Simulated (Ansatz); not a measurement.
# HfCdO3 (model cell, started as cubic perovskite with Hf in the octahedra): phonons and vibrational spectra

Wanted: phonon frequencies of HfCdO3 (model cell, started as cubic perovskite with Hf in the octahedra) and what follows from them.

Calculated with Ansatz 0.2.0; DFT PBEsol, scalar-relativistic, plane waves, PAW; PAW set soft_1.

The structure was built from a prototype and need not be the compound's stable phase.

### 1. The structure

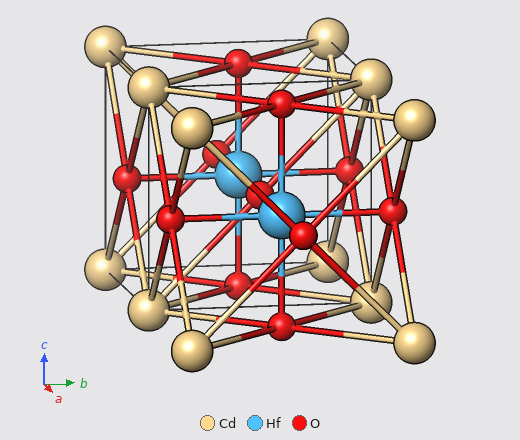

The starting structure, seen slightly off an axis (cadmium orange, hafnium blue, oxygen red). 2×1×1 cells are drawn. Some periodic images of atoms are drawn too.

### 2. Relaxation

The cell and atoms are relaxed, since residual forces and stress would shift the frequencies.

File input.yaml:

```yaml
crystal:
  lattice:
    - [4.1356, 0.0, 0.0]
    - [0.0, 4.1356, 0.0]
    - [0.0, 0.0, 4.1356]
  atoms:
    - { symbol: Cd, position: [0.0, 0.0, 0.0] }
    - { symbol: Hf, position: [0.5, 0.5, 0.5] }
    - { symbol: O, position: [0.5, 0.5, 0.0] }
    - { symbol: O, position: [0.5, 0.0, 0.5] }
    - { symbol: O, position: [0.0, 0.5, 0.5] }
kpoints:
  mp_grid: { grid: [8, 8, 8] }
hamiltonian:
  xc: pbesol
  pseudopotentials: { kind: paw, azcp: { folder: soft_1 }, xc_functional: pbe }
scf:
  occupations: { method: gaussian, width: 0.1 }
output:
  forces: true
  stress: true
  eigenvalues: true
relax:
  adjacent_minimum: "off"
  f_tol: 0.005
  max_steps: 80
  cell: { stress_tol: 0.05 }
```

Run with:

```
$ ansatz run input.yaml --threads 4 --pin off --max-ram 16384MiB --backend cpu --events-out ev --progress --plain --runs-dir out
```

Numbers of over 12 decimals in the logs are rounded to 6 here.

The log of the run:

```text
Engine: ansatz 0.2.0, aarch64-unknown-linux-gnu
Pseudopotentials: kind: paw
Pseudopotential: Cd, paw, valence charge 20, recommended cutoff 420 eV (normal), soft_1/Cd.paw.azcp
Pseudopotential: Hf, paw, valence charge 26, recommended cutoff 420 eV (normal), soft_1/Hf.paw.azcp
Pseudopotential: O, paw, valence charge 6, recommended cutoff 420 eV (normal), soft_1/O.paw.azcp
Functional definition: PBEsol
  exchange = pbesol_x
  correlation = pbesol_c
Crystal: 5 atoms, lattice volume = 70.732 Å³
Basis set: ecut = 420 eV, 1357 PW (Γ), exchange–correlation on 60×60×60 points (8 copies of the dense FFT grid, shifted against one another)
Bands: 39, of which v1, the nominal top of the filled ones, is band 32 counted from 1 (31 counted from 0)
Symmetry: 48 space group operations
Space group: Pm-3m (ITA 221), of the structure as read, at distance tolerance 4.1e-5 Å
k-points: 35 of 512
Non-local potential: Cd, projectors of the file, l = 0: 3, l = 1: 2, l = 2: 2, l = 3: 1
Non-local potential: Hf, projectors of the file, l = 0: 3, l = 1: 2, l = 2: 2, l = 3: 3
Non-local potential: O, projectors of the file, l = 0: 2, l = 1: 2, l = 2: 1
PAW form: soft (Blöchl's): semilocal exchange-correlation on the pseudo side does not see the compensation charge
PAW frozen core: Cd, regenerated for the run's functional, and the local potential with it (the file was generated under x = pbe(κ = 0.804, μ = 0.219515), c = pbe(β = 0.066725))
PAW frozen core: Hf, regenerated for the run's functional, and the local potential with it (the file was generated under x = pbe(κ = 0.804, μ = 0.219515), c = pbe(β = 0.066725))
PAW frozen core: O, regenerated for the run's functional, and the local potential with it (the file was generated under x = pbe(κ = 0.804, μ = 0.219515), c = pbe(β = 0.066725))
PAW one-centre angular grid: Cd, 590 points (default); XC on 64 Gauss nodes
PAW one-centre angular grid: Hf, 590 points (default); XC on 64 Gauss nodes
PAW one-centre angular grid: O, 110 points (default); XC on 64 Gauss nodes
Initial density: superposition of atomic densities (chi_scale 0.1, normalization cell, long waves kept (reshape's long-wave potential 0.01 eV rms))
Initial wavefunctions: pseudopotential atomic-orbital guess
Functional: x = pbesol(κ = 0.804, μ = 0.123457), c = pbesol(β = 0.046)
SCF iter   1: F=—  HF=-25470.477620 eV  |F-HF|=—  |Δ(HF+E_count)|=         —  Δρ=9.08e-2  dr2=5.44e0  ethr=3.10e-3  ⟨swp⟩=4.9  Hψ=4348  notcnv=0  defer=3
preconditioner: auto → Resta (q_TF=auto, 2.683 Å⁻¹)  ε∞=4.7  [insulator: Δε(μ)=0.155 eV  Ē_g=16.864 eV  σ=0.100 eV  W_gap=0.72  n_scr=26 (ndim 8)  ℏωp=32.4 eV  f_vac=0.000  D(μ)=0.30/eV (n_scr^D=0)  ε∞_Penn≈4.7]
SCF iter   2: F=—  HF=-25469.242246 eV  |F-HF|=—  |Δ(HF+E_count)|=    1.24e0  Δρ=3.91e-2  dr2=1.32e0  ethr=3.10e-3  ⟨swp⟩=2.1  Hψ=2767  notcnv=0  defer=70
SCF iter   3: F=—  HF=-25468.865865 eV  |F-HF|=—  |Δ(HF+E_count)|=   3.76e-1  Δρ=1.24e-2  dr2=2.11e-1  ethr=2.07e-3  ⟨swp⟩=2.2  Hψ=2361  notcnv=0  defer=71
SCF iter   4: F=—  HF=-25468.774815 eV  |F-HF|=—  |Δ(HF+E_count)|=   9.10e-2  Δρ=6.38e-3  dr2=4.12e-2  ethr=3.29e-4  ⟨swp⟩=2.2  Hψ=2825  notcnv=0  defer=69
SCF iter   5: F=—  HF=-25468.769712 eV  |F-HF|=—  |Δ(HF+E_count)|=   5.10e-3  Δρ=1.56e-3  dr2=2.98e-3  ethr=6.44e-5  ⟨swp⟩=2.0  Hψ=2022  notcnv=0  defer=68
SCF iter   6: F=—  HF=-25468.767711 eV  |F-HF|=—  |Δ(HF+E_count)|=   2.00e-3  Δρ=5.00e-4  dr2=1.38e-4  ethr=4.65e-6  ⟨swp⟩=2.1  Hψ=2076  notcnv=0  defer=66
SCF iter   7: F=—  HF=-25468.767773 eV  |F-HF|=—  |Δ(HF+E_count)|=   6.13e-5  Δρ=1.69e-4  dr2=2.34e-5  ethr=2.16e-7  ⟨swp⟩=2.0  Hψ=2430  notcnv=0  defer=65
SCF iter   8: F=—  HF=-25468.767831 eV  |F-HF|=—  |Δ(HF+E_count)|=   5.81e-5  Δρ=3.81e-5  dr2=1.01e-6  ethr=3.66e-8  ⟨swp⟩=2.0  Hψ=2199  notcnv=0  defer=65
SCF iter   9: F=-25468.767831 eV  HF=-25468.767831 eV  |F-HF|=5.44e-9  |Δ(HF+E_count)|=   2.17e-7  Δρ=8.53e-6  dr2=4.33e-8  ethr=1.56e-10  ⟨swp⟩=8.4  Hψ=7072  notcnv=0
SCF 1 converged in 9 iterations: F = -25468.767831 eV  dr2 = 4.33e-8
  greatest PAW one-centre occupation: 1.000 electrons in one spin orbital (limit 2), on the Cd atom at site 0 (counted from 0), in its partial waves of l = 0
relax step   1: F+E_penalty+E_count = -25468.76783095 eV  Δ(F+E_penalty+E_count) = +0.000e0 eV  max|allowed force component| = 8.262e-29 eV/Å  Δτ_max = 0.0000 Å  P = -7.975 GPa  Ω = 70.732 Å³  (9 SCF iters, dr2 threshold 1.00e-7 eV, accepted)
Crystal: 5 atoms, lattice volume = 66.141 Å³
Basis set: ecut = 420 eV, 1309 PW (Γ), exchange–correlation on 60×60×60 points (8 copies of the dense FFT grid, shifted against one another)
Initial density: handed on by an earlier stage of this run
Initial wavefunctions: those handed on with the density
iter 1 solved again at ethr=1.12e-4 eV; its pass at ethr=3.10e-3 eV (dr2=7.14e-2 eV) is discarded
SCF iter   1: F=—  HF=-25468.882791 eV  |F-HF|=—  |Δ(HF+E_count)|=         —  Δρ=9.06e-3  dr2=7.09e-2  ethr=1.12e-4  ⟨swp⟩=1.7  Hψ=6518  notcnv=0
preconditioner: auto → Resta (q_TF=auto, 2.713 Å⁻¹)  ε∞=5.4  [insulator: Δε(μ)=0.267 eV  Ē_g=16.016 eV  σ=0.100 eV  W_gap=0.92  n_scr=26 (ndim 8)  ℏωp=33.6 eV  f_vac=0.010  D(μ)=0.13/eV (n_scr^D=0)  ε∞_Penn≈5.4]
SCF iter   2: F=—  HF=-25468.865051 eV  |F-HF|=—  |Δ(HF+E_count)|=   1.77e-2  Δρ=3.94e-3  dr2=1.87e-2  ethr=1.11e-4  ⟨swp⟩=2.3  Hψ=1838  notcnv=0
SCF iter   3: F=—  HF=-25468.858182 eV  |F-HF|=—  |Δ(HF+E_count)|=   6.87e-3  Δρ=1.91e-3  dr2=3.71e-3  ethr=2.92e-5  ⟨swp⟩=2.1  Hψ=2038  notcnv=0
SCF iter   4: F=—  HF=-25468.856955 eV  |F-HF|=—  |Δ(HF+E_count)|=   1.23e-3  Δρ=5.39e-4  dr2=1.89e-4  ethr=5.80e-6  ⟨swp⟩=2.0  Hψ=2350  notcnv=0
SCF iter   5: F=—  HF=-25468.857106 eV  |F-HF|=—  |Δ(HF+E_count)|=   1.51e-4  Δρ=2.47e-4  dr2=3.37e-5  ethr=2.95e-7  ⟨swp⟩=2.1  Hψ=2327  notcnv=0
SCF iter   6: F=—  HF=-25468.857047 eV  |F-HF|=—  |Δ(HF+E_count)|=   5.89e-5  Δρ=7.33e-5  dr2=2.79e-6  ethr=5.27e-8  ⟨swp⟩=2.5  Hψ=2337  notcnv=0
SCF iter   7: F=—  HF=-25468.857050 eV  |F-HF|=—  |Δ(HF+E_count)|=   2.89e-6  Δρ=2.72e-5  dr2=4.70e-7  ethr=7.81e-10  ⟨swp⟩=7.5  Hψ=6755  notcnv=0
SCF iter   8: F=-25468.857051 eV  HF=-25468.857051 eV  |F-HF|=1.46e-8  |Δ(HF+E_count)|=   4.19e-7  Δρ=1.28e-5  dr2=8.86e-8  ethr=7.35e-10  ⟨swp⟩=4.9  Hψ=5262  notcnv=0
SCF 2 converged in 8 iterations: F = -25468.857051 eV  dr2 = 8.86e-8
relax step   2: F+E_penalty+E_count = -25468.85705078 eV  Δ(F+E_penalty+E_count) = -8.922e-2 eV  max|allowed force component| = 2.472e-29 eV/Å  Δτ_max = 0.0000 Å  P = +3.177 GPa  Ω = 66.141 Å³  energy of the carried Pulay correction = +1.115e-2 eV  (8 SCF iters, dr2 threshold 5.00e-7 eV, accepted)
Crystal: 5 atoms, lattice volume = 67.387 Å³
iter 1 solved again at ethr=1.06e-5 eV; its pass at ethr=3.10e-3 eV (dr2=6.78e-3 eV) is discarded
SCF iter   1: F=—  HF=-25468.867311 eV  |F-HF|=—  |Δ(HF+E_count)|=         —  Δρ=2.69e-3  dr2=6.33e-3  ethr=1.06e-5  ⟨swp⟩=2.0  Hψ=6404  notcnv=0
preconditioner: auto → Resta (q_TF=auto, 2.705 Å⁻¹)  ε∞=5.4  [insulator: Δε(μ)=0.120 eV  Ē_g=15.805 eV  σ=0.100 eV  W_gap=0.60  n_scr=26 (ndim 8)  ℏωp=33.2 eV  f_vac=0.018  D(μ)=0.36/eV (n_scr^D=0)  ε∞_Penn≈5.4]
SCF iter   2: F=—  HF=-25468.865764 eV  |F-HF|=—  |Δ(HF+E_count)|=   1.55e-3  Δρ=1.14e-3  dr2=1.59e-3  ethr=9.90e-6  ⟨swp⟩=2.3  Hψ=1812  notcnv=0
SCF iter   3: F=—  HF=-25468.865194 eV  |F-HF|=—  |Δ(HF+E_count)|=   5.71e-4  Δρ=5.83e-4  dr2=3.64e-4  ethr=2.48e-6  ⟨swp⟩=2.2  Hψ=2070  notcnv=0
SCF iter   4: F=—  HF=-25468.865123 eV  |F-HF|=—  |Δ(HF+E_count)|=   7.06e-5  Δρ=1.52e-4  dr2=1.52e-5  ethr=5.69e-7  ⟨swp⟩=2.0  Hψ=2350  notcnv=0
SCF iter   5: F=—  HF=-25468.865135 eV  |F-HF|=—  |Δ(HF+E_count)|=   1.25e-5  Δρ=6.93e-5  dr2=2.79e-6  ethr=2.38e-8  ⟨swp⟩=2.1  Hψ=2195  notcnv=0
SCF iter   6: F=—  HF=-25468.865130 eV  |F-HF|=—  |Δ(HF+E_count)|=   5.06e-6  Δρ=2.10e-5  dr2=2.14e-7  ethr=7.81e-10  ⟨swp⟩=3.9  Hψ=6509  notcnv=0
SCF iter   7: F=-25468.865131 eV  HF=-25468.865131 eV  |F-HF|=2.94e-8  |Δ(HF+E_count)|=   2.43e-7  Δρ=7.90e-6  dr2=4.40e-8  ethr=3.35e-10  ⟨swp⟩=5.0  Hψ=5237  notcnv=0
SCF 3 converged in 7 iterations: F = -25468.865131 eV  dr2 = 4.40e-8
relax step   3: F+E_penalty+E_count = -25468.86513059 eV  Δ(F+E_penalty+E_count) = -8.080e-3 eV  max|allowed force component| = 7.836e-30 eV/Å  Δτ_max = 0.0000 Å  P = -0.247 GPa  Ω = 67.387 Å³  energy of the carried Pulay correction = +8.053e-3 eV  (7 SCF iters, dr2 threshold 5.00e-7 eV, accepted)
[...]
relax step   4: F+E_penalty+E_count = -25468.86542917 eV  Δ(F+E_penalty+E_count) = -2.986e-4 eV  max|allowed force component| = 1.246e-29 eV/Å  Δτ_max = 0.0000 Å  P = -0.008 GPa  Ω = 67.295 Å³  energy of the carried Pulay correction = +8.279e-3 eV  (4 SCF iters, dr2 threshold 1.53e-7 eV, accepted)
[...]
relax step   5: F+E_penalty+E_count = -25468.85922730 eV  Δ(F+E_penalty+E_count) = +6.202e-3 eV  max|allowed force component| = 1.870e-29 eV/Å  Δτ_max = 0.0000 Å  P = -0.187 GPa  Ω = 67.295 Å³  stress off target by 1.87e-1 GPa  SCF on the basis re-selected at this cell (its energy is not comparable with the rows above)  (8 SCF iters)
[...]
relax step   6: F+E_penalty+E_count = -25468.85943863 eV  Δ(F+E_penalty+E_count) = -2.113e-4 eV  max|allowed force component| = 2.503e-29 eV/Å  Δτ_max = 0.0000 Å  P = +0.000 GPa  Ω = 67.224 Å³  energy of the carried Pulay correction = +1.699e-4 eV  (4 SCF iters, dr2 threshold 8.74e-8 eV, accepted)
iter 1 solved again at ethr=1.02e-7 eV; its pass at ethr=3.10e-3 eV (dr2=6.54e-5 eV) is discarded
SCF iter   1: F=—  HF=-25468.859283 eV  |F-HF|=—  |Δ(HF+E_count)|=         —  Δρ=1.36e-5  dr2=5.72e-8  ethr=1.02e-7  ⟨swp⟩=3.1  Hψ=8279  notcnv=0
preconditioner: auto → Resta (q_TF=auto, 2.706 Å⁻¹)  ε∞=5.4  [insulator: Δε(μ)=0.148 eV  Ē_g=15.845 eV  σ=0.100 eV  W_gap=0.70  n_scr=26 (ndim 8)  ℏωp=33.3 eV  f_vac=0.017  D(μ)=0.30/eV (n_scr^D=0)  ε∞_Penn≈5.4]
SCF iter   2: F=—  HF=-25468.859329 eV  |F-HF|=—  |Δ(HF+E_count)|=   4.57e-5  Δρ=5.51e-6  dr2=1.64e-8  ethr=8.94e-11  ⟨swp⟩=3.0  Hψ=3010  notcnv=0
SCF iter   3: F=—  HF=-25468.859329 eV  |F-HF|=—  |Δ(HF+E_count)|=   1.23e-8  Δρ=4.22e-6  dr2=7.32e-9  ethr=2.56e-11  ⟨swp⟩=2.0  Hψ=2304  notcnv=0
SCF iter   4: F=—  HF=-25468.859329 eV  |F-HF|=—  |Δ(HF+E_count)|=   4.90e-9  Δρ=1.48e-6  dr2=7.98e-10  ethr=1.14e-11  ⟨swp⟩=2.1  Hψ=2191  notcnv=0
SCF iter   5: F=—  HF=-25468.859329 eV  |F-HF|=—  |Δ(HF+E_count)|=  1.53e-10  Δρ=7.80e-7  dr2=1.92e-10  ethr=1.25e-12  ⟨swp⟩=2.0  Hψ=1961  notcnv=0
SCF iter   6: F=—  HF=-25468.859329 eV  |F-HF|=—  |Δ(HF+E_count)|=  1.20e-10  Δρ=3.52e-7  dr2=6.66e-11  ethr=1.00e-12  ⟨swp⟩=4.3  Hψ=4913  notcnv=0
SCF iter   7: F=-25468.859329 eV  HF=-25468.859329 eV  |F-HF|=1.46e-11  |Δ(HF+E_count)|=    0.00e0  Δρ=1.21e-7  dr2=8.91e-12  ethr=1.00e-12  ⟨swp⟩=4.1  Hψ=4553  notcnv=0
SCF 7 converged in 7 iterations: F = -25468.859329 eV  dr2 = 8.91e-12
relax step   7: F+E_penalty+E_count = -25468.85932884 eV  Δ(F+E_penalty+E_count) = +1.098e-4 eV  max|allowed force component| = 4.733e-29 eV/Å  Δτ_max = 0.0000 Å  P = -0.002 GPa  Ω = 67.224 Å³  stress off target by 1.81e-3 GPa  SCF on the basis re-selected at this cell (its energy is not comparable with the rows above)  (7 SCF iters)
basis re-selected at this cell: Δ(F+E_penalty+E_count) = +1.098e-4 eV, ΔP = -0.002 GPa vs the last step (what re-selecting the basis moved, of the pressure what is left beyond the Pulay correction that the steps carried, after the strain that the cell walked since its last selection, with what the two solves' SCF thresholds leave and, on support functions, any second-order correction that the steps lacked; it is no m [...]
SCF converged after 7 iterations
Free energy (F): -25468.859329 eV
Harris-Foulkes:  -25468.859329 eV  (|F-HF|=1.46e-11)
Internal energy: -25468.857839 eV  (E = F + TS)
E sigma→0 (E₀):  -25468.858584 eV
Entropy (-TS):   -0.001490 eV (-0.298 meV/atom)
Fermi energy:    11.020537 eV
--- Per-component energies (eV) ---
  E_band       = -511.113624
  E_kinetic    = 1348.849709
  E_local      = -11089.812102  (includes V_loc(G=0)·N_el)
  E_nonlocal   = 357.054354
  E_hartree    = 5177.214495
  E_xc         = -629.503934
  E_vxc        = -718.825305  (∫ρ·V_xc dr)
  E_paw        = -12084.659714  (= ΣΔE_a)
  E_vpaw       = -762.811835  (= ΣTr[D̂ρ^β])
  E_aug_tail   = 0.002723  (compensation charges beyond the density's cutoff)
  E_ewald      = -8549.702250
  E_core_change = 1.698881  (= ΣΔE_core)
  E_smearing   = -0.001490  (= −TS)
  E_closure    = 0.000000  (closes the sum)
  Σ components = -25468.859329   (vs F -25468.859329, Δ=0.00e0)
--- Forces (eV/Å), atoms counted from 1 ---
  atom   1  Cd    -0.00000000     0.00000000    -0.00000000
  atom   2  Hf     0.00000000    -0.00000000     0.00000000
  atom   3  O     -0.00000000     0.00000000    -0.00000000
  atom   4  O     -0.00000000    -0.00000000    -0.00000000
  atom   5  O      0.00000000     0.00000000    -0.00000000
  max |Σ_I F_I| component: 4.63e-29 eV/Å
--- Stress (GPa, compression-positive) ---
       -0.001808      -0.000000       0.000000
       -0.000000      -0.001808       0.000000
        0.000000       0.000000      -0.001808
  P = ⅓ Tr σ = -0.0018 GPa (-0.018 kbar)
--- Band table (eV; the first three rows and the last of 35) ---
  k-point 0: bands = [... 28 lower, 9.9331, 10.3003, 10.6341, 10.6341, 10.6341, 15.3756, 15.3756, 15.3756, ... 3 higher]
  k-point 1: bands = [... 28 lower, 9.8296, 9.9168, 10.5919, 10.5919, 11.0881, 15.3793, 15.7127, 15.7127, ... 3 higher]
  k-point 2: bands = [... 28 lower, 9.5954, 9.8781, 10.5544, 10.5544, 12.0563, 15.3884, 16.4764, 16.4764, ... 3 higher]
  k-point 34: bands = [... 28 lower, 6.8108, 10.8960, 10.8960, 10.8960, 11.5004, 19.2139, 19.2139, 19.2139, ... 3 higher]
--- Relaxed structure (5 steps of the walk, 5 accepted, 2 SCFs on fresh bases) ---
  F+E_penalty+E_count = -25468.85932884 eV   max|allowed force component| = 4.733e-29 eV/Å   (the final SCF, on the basis selected at the relaxed cell)
  cell:  # Å, volume = 67.2239 Å³
    - [4.066068, 0, 0]
    - [0, 4.066068, 0.0]
    - [0, 0.0, 4.066068]
  atoms:
    - { symbol: Cd, position: [0, 0, 0] }
    - { symbol: Hf, position: [0.500000, 0.500000, 0.500000] }
    - { symbol: O, position: [0.500000, 0.500000, 0] }
    - { symbol: O, position: [0.500000, 0, 0.500000] }
    - { symbol: O, position: [0, 0.500000, 0.500000] }
```

Run time: 13 s. Hardware: 4 threads of Arm Neoverse V1, shared host; peak memory 0.47 GiB.

Step by step:

```csv
step,energy less that of the first step (eV),largest force component (eV/Å),pressure (GPa),volume (Å³)
1,0.0000,0.0000,-7.98,70.73
2,-0.0892,0.0000,3.18,66.14
3,-0.0973,0.0000,-0.25,67.39
4,-0.0976,0.0000,-0.01,67.30
5*,-0.0914,0.0000,-0.19,67.30
6,-0.0916,0.0000,0.00,67.22
7*,-0.0915,0.0000,0.00,67.22
```

Relaxation steps marked * repeat the geometry before them on a plane-wave basis chosen anew for their cell, so energy and pressure can jump there.

Forces are held to the 48 operations that the run works with; a distortion that breaks them can't arise in this run.

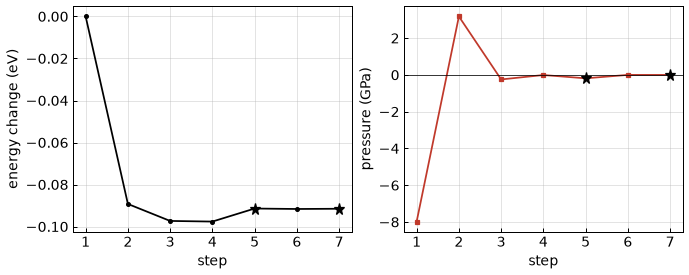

Energy and pressure along the relaxation. Stars mark steps on a basis chosen anew.

```csv
"conventional cell, symmetrised",before,after,change
a (Å),4.136,4.066,-1.7 %
b (Å),4.136,4.066,-1.7 %
c (Å),4.136,4.066,-1.7 %
volume (Å³/atom),14.15,13.44,-5.0 %
```

Final coordinates:

```xyz
5
Lattice="4.0661 0.0000 0.0000 0.0000 4.0661 0.0000 0.0000 0.0000 4.0661" Properties=species:S:1:pos:R:3 pbc="T T T"
Cd    0.0000    0.0000    0.0000
Hf    2.0330    2.0330    2.0330
O     2.0330    2.0330    0.0000
O     2.0330    0.0000    2.0330
O     0.0000    2.0330    2.0330
```

This step gave:

* pressure: -0.001808 GPa
* volume per atom: 13.44 Å³
* gap on the k-mesh: 0 eV

In this step the volume went from 14.15 to 13.44 Å³/atom.

### 3. Tight relaxation

Phonons need a cell at rest on their own settings, so the relaxation is repeated with tight tolerances on forces and stress on the k mesh and occupations of the first response run.

input.yaml, the sections that differ from step 2:

```yaml
crystal:
  lattice:
    - [4.0660679502, 0.0, 0.0]
    - [0.0, 4.0660679502, 0.0]
    - [0.0, 0.0, 4.0660679502]
  atoms:
    - { symbol: Cd, position: [0.0, 0.0, 0.0] }
    - { symbol: Hf, position: [0.5, 0.5, 0.5] }
    - { symbol: O, position: [0.5, 0.5, 0.0] }
    - { symbol: O, position: [0.5, 0.0, 0.5] }
    - { symbol: O, position: [0.0, 0.5, 0.5] }
scf:
  occupations: { method: methfessel_paxton, width: 0.2 }
relax:
  adjacent_minimum: "off"
  f_tol: 0.001
  max_steps: 60
  cell: { stress_tol: 0.01 }
# kpoints, hamiltonian, output: as in step 2
```

The log of the run:

```text
[...]
Crystal: 5 atoms, lattice volume = 67.224 Å³
Basis set: ecut = 420 eV, 1357 PW (Γ), exchange–correlation on 60×60×60 points (8 copies of the dense FFT grid, shifted against one another)
Bands: 39, of which v1, the nominal top of the filled ones, is band 32 counted from 1 (31 counted from 0)
Symmetry: 48 space group operations
[...]
k-points: 35 of 512
[...]
--- Relaxed structure (2 steps of the walk, 2 accepted, 1 SCFs on fresh bases) ---
[...]
cell:  # Å, volume = 67.2186 Å³
    - [4.065961, 0, 0.0]
    - [0, 4.065961, 0.0]
    - [0.0, 0.0, 4.065961]
  atoms:
    - { symbol: Cd, position: [0, 0, 0] }
    - { symbol: Hf, position: [0.500000, 0.500000, 0.500000] }
    - { symbol: O, position: [0.500000, 0.500000, 0] }
    - { symbol: O, position: [0.500000, 0, 0.500000] }
    - { symbol: O, position: [0, 0.500000, 0.500000] }
[key lines of the parts left out:]
SCF converged after 9 iterations
Free energy (F): -25468.855717 eV
Fermi energy:    10.982319 eV
P = ⅓ Tr σ = 0.0032 GPa (0.032 kbar)
```

The job ended after 5.4 s (4 threads; peak memory 0.45 GiB).

Little changed from the start: no atom moved by 0.005 Å and no cell edge by 0.1 %.

Numbers from this step:

* pressure: 0.003234 GPa

The forces vanish by symmetry and the pressure is 0.003 GPa, within the tolerances set. The cell now holds 13.44 Å³/atom.

(Part 1 of 2 ends here.)

[Logs are printed without paths, hosts, clocks, repeated set-up lines and the standing remarks that a program may print on its own settings, such as how far it seeks lower states.]

[Hosts, paths, dates, database ids (printed as entryN), source tags and the programs' standing remarks are cut or masked in the printed files.]
